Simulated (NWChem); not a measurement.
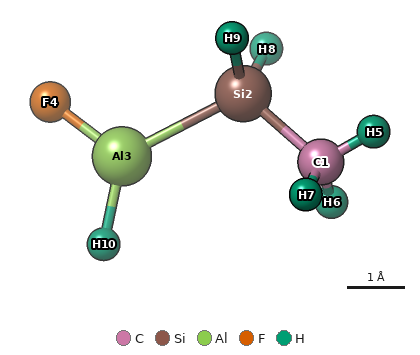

The structure (ball-and-stick view, seen at a tilt; atoms are numbered from 1 in the order of the input). Sticks mark near contacts.

## Single-point calculation, with input and output: CH₆AlFSi (charge +1) (part 1 of 3)

CH₆AlFSi, charge +1, multiplicity 2, computed with HF/STO-3G, UHF (NWChem 7.3.0).

The geometry is that of the parent species in another charge or spin state. The geometry comes from this level: PBE0-D4/def2-TZVP.

### Input
```
start mol
memory 2200 mb
charge 1

geometry units bohr noautosym nocenter noautoz
  C    0.39551968   2.87635213  -1.03878245
  Si  -0.92086354   0.35092214   1.09245067
  Al   0.60565722  -3.89642630   0.03495993
  F   -0.51268270  -6.28220553   1.71983975
  H   -0.32314317   4.73357497  -0.49662003
  H   -0.13209186   2.53374479  -3.00447557
  H    2.45626602   2.93115419  -0.93598135
  H   -3.73920108   0.37416577   0.96300443
  H   -0.24415262   0.92672169   3.77094848
  H    2.57210623  -4.64475784  -2.09948572
end

basis spherical bse
  C library STO-3G
  Si library STO-3G
  Al library STO-3G
  F library STO-3G
  H library STO-3G
end

scf
  nopen 1
  uhf
  thresh 1e-08
  maxiter 80
end

task scf energy
```

Launched with:
```bash
nwchem mol.nw > mol.out
```

### The program's output
```
Northwest Computational Chemistry Package (NWChem) 7.3.0
             --------------------------------------------------------

           Job information
           ---------------

    nwchem branch   = 7.3.0
    use scalapack   = T
    input           = mol.nw
    prefix          = mol.
    data base       = ./mol.db
    status          = startup
    nproc           =        1

           Memory information
           ------------------

    heap     =     72089600 doubles =      550.0 Mbytes
    stack    =     72089597 doubles =      550.0 Mbytes
    global   =    144179200 doubles =     1100.0 Mbytes (distinct from heap & stack)
    total    =    288358397 doubles =     2200.0 Mbytes
    verify   = yes
    hardfail = no

           Directory information
           ---------------------

  0 permanent = .
  0 scratch   = .

                                NWChem Input Module
                                -------------------

                             Geometry "geometry" -> ""
                             -------------------------

 Output coordinates in a.u. (scale by  1.000000000 to convert to a.u.)

  No.       Tag          Charge          X              Y              Z
 ---- ---------------- ---------- -------------- -------------- --------------
    1 C                    6.0000     0.39551968     2.87635213    -1.03878245
    2 Si                  14.0000    -0.92086354     0.35092214     1.09245067
    3 Al                  13.0000     0.60565722    -3.89642630     0.03495993
    4 F                    9.0000    -0.51268270    -6.28220553     1.71983975
    5 H                    1.0000    -0.32314317     4.73357497    -0.49662003
    6 H                    1.0000    -0.13209186     2.53374479    -3.00447557
    7 H                    1.0000     2.45626602     2.93115419    -0.93598135
    8 H                    1.0000    -3.73920108     0.37416577     0.96300443
    9 H                    1.0000    -0.24415262     0.92672169     3.77094848
   10 H                    1.0000     2.57210623    -4.64475784    -2.09948572

      Atomic Mass
      -----------

      C                 12.000000
      Si                27.976930
      Al                26.981540
      F                 18.998400
      H                  1.007825

 Effective nuclear repulsion energy (a.u.)     191.9412461434

            Nuclear Dipole moment (a.u.)
            ----------------------------
        X                 Y               Z
 ---------------- ---------------- ----------------
    -6.6697884000   -78.1677653600    23.1920417600

            XYZ format geometry
            -------------------
    10
 geometry
 C                     0.20930002     1.52210011    -0.54970004
 Si                   -0.48730003     0.18570001     0.57810004
 Al                    0.32050002    -2.06190015     0.01850000
 F                    -0.27130002    -3.32440024     0.91010007
 H                    -0.17100001     2.50490018    -0.26280002
 H                    -0.06990001     1.34080010    -1.58990012
 H                     1.29980010     1.55110011    -0.49530004
 H                    -1.97870014     0.19800001     0.50960004
 H                    -0.12920001     0.49040003     1.99550014
 H                     1.36110010    -2.45790018    -1.11100008

 ==============================================================================
                                internuclear distances
 ------------------------------------------------------------------------------
       center one      |      center two      | atomic units |       a.u.
 ------------------------------------------------------------------------------
    2 Si               |   1 C                |     3.55708  |     3.55708
    3 Al               |   2 Si               |     4.63557  |     4.63557
    4 F                |   3 Al               |     3.12753  |     3.12753
    5 H                |   1 C                |     2.06390  |     2.06390
    6 H                |   1 C                |     2.06390  |     2.06390
    7 H                |   1 C                |     2.06404  |     2.06404
    8 H                |   2 Si               |     2.82140  |     2.82140
    9 H                |   2 Si               |     2.82203  |     2.82203
   10 H                |   3 Al               |     2.99713  |     2.99713
 ------------------------------------------------------------------------------
                         number of included internuclear distances:          9
 ==============================================================================

 ==============================================================================
                                 internuclear angles
 ------------------------------------------------------------------------------
        center 1       |       center 2       |       center 3       |  degrees
 ------------------------------------------------------------------------------
    2 Si               |   1 C                |   5 H                |   110.65
    2 Si               |   1 C                |   6 H                |   110.99
    2 Si               |   1 C                |   7 H                |   111.01
    5 H                |   1 C                |   6 H                |   108.09
    5 H                |   1 C                |   7 H                |   108.10
    6 H                |   1 C                |   7 H                |   107.88
    1 C                |   2 Si               |   3 Al               |   113.08
    1 C                |   2 Si               |   8 H                |   109.65
    1 C                |   2 Si               |   9 H                |   109.58
    3 Al               |   2 Si               |   8 H                |   109.03
    3 Al               |   2 Si               |   9 H                |   108.94
    8 H                |   2 Si               |   9 H                |   106.34
    2 Si               |   3 Al               |   4 F                |   117.28
    2 Si               |   3 Al               |  10 H                |   127.39
    4 F                |   3 Al               |  10 H                |   115.33
 ------------------------------------------------------------------------------
                            number of included internuclear angles:         15
 ==============================================================================

                      Basis "ao basis" -> "" (spherical)
                      -----
  [basis functions not shown]

 Summary of "ao basis" -> "" (spherical)
 ------------------------------------------------------------------------------
       Tag                 Description            Shells   Functions and Types
 ---------------- ------------------------------  ------  ---------------------
 C                           STO-3G                  3        5   2s1p
 Si                          STO-3G                  5        9   3s2p
 Al                          STO-3G                  5        9   3s2p
 F                           STO-3G                  3        5   2s1p
 H                           STO-3G                  1        1   1s

                                 NWChem SCF Module
                                 -----------------

  ao basis        = "ao basis"
  functions       =    34
  atoms           =    10
  alpha electrons =    24
  beta  electrons =    23
  charge          =   1.00
  wavefunction    = UHF
  input vectors   = atomic
  output vectors  = ./mol.movecs
  use symmetry    = F
  symmetry adapt  = F

 Summary of "ao basis" -> "ao basis" (spherical)
 ------------------------------------------------------------------------------
       Tag                 Description            Shells   Functions and Types
 ---------------- ------------------------------  ------  ---------------------
 C                           STO-3G                  3        5   2s1p
 Si                          STO-3G                  5        9   3s2p
 Al                          STO-3G                  5        9   3s2p
 F                           STO-3G                  3        5   2s1p
 H                           STO-3G                  1        1   1s

 Forming initial guess at       0.0s

      Superposition of Atomic Density Guess
      -------------------------------------

 Sum of atomic energies:        -662.29568870

 Renormalizing density from      48.00 to     47

      Non-variational initial energy
      ------------------------------

 Total energy =    -653.594556
 1-e energy   =   -1285.265754
 2-e energy   =     439.729952
 HOMO         =      -0.347134
 LUMO         =       0.016018

 Starting SCF solution at       0.1s

 ----------------------------------------------
         Quadratically convergent UHF

 Convergence threshold     :          1.000E-08
 Maximum no. of iterations :           80
 Integral*density screening:          1.000E-10
 ----------------------------------------------

              iter       energy          gnorm     gmax       time
             ----- ------------------- --------- --------- --------
                 1     -663.2307927539  6.71D-01  1.97D-01      0.2
                 2     -663.3489174630  2.05D-01  7.30D-02      0.7
                 3     -663.3623602719  1.19D-02  4.24D-03      1.2
                 4     -663.3625436951  8.30D-04  3.00D-04      2.2
                 5     -663.3625450408  1.12D-05  4.45D-06      3.6
  ga_iter_lsolve: convergence stagnant ... aborting solve

 Disabled NR: increased maxiter to  90

                 6     -663.3625450409  1.42D-05  5.69D-06      4.2
                 7     -663.3625450410  1.17D-05  4.15D-06      4.5
                 8     -663.3625450411  5.32D-06  1.90D-06      4.7
                 9     -663.3625450411  2.55D-06  7.69D-07      5.0
                10     -663.3625450411  1.75D-06  6.38D-07      5.2
                11     -663.3625450411  1.01D-06  3.12D-07      5.6
                12     -663.3625450411  4.26D-07  9.23D-08      5.9
                13     -663.3625450411  1.49D-07  3.02D-08      6.1
                14     -663.3625450411  6.88D-08  1.57D-08      6.4
                15     -663.3625450411  4.12D-08  1.04D-08      6.6
                16     -663.3625450411  4.64D-08  1.02D-08      7.1
                17     -663.3625450411  2.16D-08  6.70D-09      7.4
                18     -663.3625450411  1.37D-08  3.08D-09      7.7
                19     -663.3625450411  7.79D-09  1.81D-09      7.9

       Final UHF  results
       ------------------

         Total SCF energy =   -663.362545041138
      One electron energy =  -1297.702972421546
      Two electron energy =    442.399181237027
 Nuclear repulsion energy =    191.941246143381

                       Sz =      0.5000
                 Sz(Sz+1) =      0.7500
                      S^2 =      0.7755

        Time for solution =      7.8s

          Final alpha eigenvalues
          -----------------------

              1
    1  -68.2234
    2  -58.1074
    3  -26.0718
    4  -11.1961
    5   -6.2096
    6   -5.0336
    7   -4.2427
    8   -4.2310
    9   -4.2308
   10   -3.2667
   11   -3.2589
   12   -3.2580
   13   -1.6420
   14   -1.0940
   15   -0.8981
   16   -0.7542
   17   -0.7120
   18   -0.7078
   19   -0.6912
   20   -0.6552
   21   -0.6394
   22   -0.6274
   23   -0.6060
   24   -0.5589
   25    0.0625
   26    0.0704
   27    0.2616
   28    0.3037
   29    0.3130
   30    0.3633
   31    0.4314
   32    0.5417
   33    0.5449
   34    0.5802

          Final beta eigenvalues
          ----------------------

              1
    1  -68.2199
    2  -58.1077
    3  -26.0668
    4  -11.1951
    5   -6.2036
    6   -5.0343
    7   -4.2290
    8   -4.2288
    9   -4.2207
   10   -3.2626
   11   -3.2594
   12   -3.2547
   13   -1.6136
   14   -1.0841
   15   -0.8469
   16   -0.7209
   17   -0.7086
   18   -0.6956
   19   -0.6454
   20   -0.6128
   21   -0.6039
   22   -0.5963
   23   -0.5780
   24   -0.2195
   25    0.0635
   26    0.1393
   27    0.2890
   28    0.3201
   29    0.3348
   30    0.3887
   31    0.4579
   32    0.5471
   33    0.5486
   34    0.5834

                    UHF Final Alpha Molecular Orbital Analysis
                    ------------------------------------------

 Vector   14  Occ=1.000000D+00  E=-1.093960D+00
              MO Center=  1.7D-01,  1.4D+00, -4.8D-01, r^2= 1.4D+00
   Bfn.  Coefficient  Atom+Function         Bfn.  Coefficient  Atom+Function
  ----- ------------  ---------------      ----- ------------  ---------------
     2      0.621753   1 C  s                11      0.248082   2 Si s
     1     -0.213569   1 C  s                30      0.171264   6 H  s
    31      0.171225   7 H  s                29      0.167985   5 H  s

 Vector   15  Occ=1.000000D+00  E=-8.980565D-01
              MO Center= -4.2D-01,  1.4D-01,  5.0D-01, r^2= 2.8D+00
   Bfn.  Coefficient  Atom+Function         Bfn.  Coefficient  Atom+Function
  ----- ------------  ---------------      ----- ------------  ---------------
    11      0.659285   2 Si s                 7     -0.248947   2 Si s
     2     -0.210239   1 C  s                32      0.206806   8 H  s
    33      0.206901   9 H  s                20      0.202725   3 Al s

 Vector   16  Occ=1.000000D+00  E=-7.542483D-01
              MO Center=  2.0D-01, -2.0D+00,  1.5D-01, r^2= 4.2D+00
   Bfn.  Coefficient  Atom+Function         Bfn.  Coefficient  Atom+Function
  ----- ------------  ---------------      ----- ------------  ---------------
    20      0.520429   3 Al s                27      0.364434   4 F  py
    34      0.350057  10 H  s                28     -0.261399   4 F  pz
    16     -0.229750   3 Al s                25     -0.223960   4 F  s
    26      0.174290   4 F  px

 Vector   17  Occ=1.000000D+00  E=-7.120130D-01
              MO Center=  1.7D-01,  1.2D+00, -4.6D-01, r^2= 2.1D+00
   Bfn.  Coefficient  Atom+Function         Bfn.  Coefficient  Atom+Function
  ----- ------------  ---------------      ----- ------------  ---------------
     3      0.400512   1 C  px               30     -0.366131   6 H  s
    31      0.361575   7 H  s                 5      0.325353   1 C  pz
    12      0.182695   2 Si px               33      0.172142   9 H  s
    32     -0.171008   8 H  s

 Vector   18  Occ=1.000000D+00  E=-7.077784D-01
              MO Center=  1.2D-01,  1.2D+00, -3.6D-01, r^2= 3.9D+00
   Bfn.  Coefficient  Atom+Function         Bfn.  Coefficient  Atom+Function
  ----- ------------  ---------------      ----- ------------  ---------------
    29      0.440751   5 H  s                 4      0.395440   1 C  py
     3     -0.261662   1 C  px                5      0.241565   1 C  pz
    31     -0.204070   7 H  s                30     -0.195532   6 H  s
    28     -0.185737   4 F  pz               26      0.154103   4 F  px

 Vector   19  Occ=1.000000D+00  E=-6.912337D-01
              MO Center= -4.7D-02, -2.9D+00,  5.9D-01, r^2= 2.2D+00
   Bfn.  Coefficient  Atom+Function         Bfn.  Coefficient  Atom+Function
  ----- ------------  ---------------      ----- ------------  ---------------
    27      0.726481   4 F  py               26     -0.352095   4 F  px
    28      0.284405   4 F  pz               34     -0.248096  10 H  s
    23      0.185078   3 Al pz               21     -0.170093   3 Al px

 Vector   20  Occ=1.000000D+00  E=-6.552367D-01
              MO Center= -2.5D-01, -3.2D+00,  8.6D-01, r^2= 8.6D-01
   Bfn.  Coefficient  Atom+Function         Bfn.  Coefficient  Atom+Function
  ----- ------------  ---------------      ----- ------------  ---------------
    26      0.716866   4 F  px               28      0.624053   4 F  pz

 Vector   21  Occ=1.000000D+00  E=-6.394044D-01
              MO Center=  1.8D-01, -2.4D+00,  2.4D-01, r^2= 3.6D+00
   Bfn.  Coefficient  Atom+Function         Bfn.  Coefficient  Atom+Function
  ----- ------------  ---------------      ----- ------------  ---------------
    28      0.524281   4 F  pz               26     -0.435762   4 F  px
    34      0.424810  10 H  s                22      0.213373   3 Al py
    23     -0.163553   3 Al pz               27     -0.161266   4 F  py

 Vector   22  Occ=1.000000D+00  E=-6.274434D-01
              MO Center= -6.2D-01,  4.3D-01,  7.0D-01, r^2= 3.0D+00
   Bfn.  Coefficient  Atom+Function         Bfn.  Coefficient  Atom+Function
  ----- ------------  ---------------      ----- ------------  ---------------
    33     -0.449956   9 H  s                32      0.445494   8 H  s
    12     -0.333630   2 Si px               14     -0.272124   2 Si pz
    30     -0.203602   6 H  s                31      0.199970   7 H  s
     3      0.196973   1 C  px                5      0.161734   1 C  pz
```
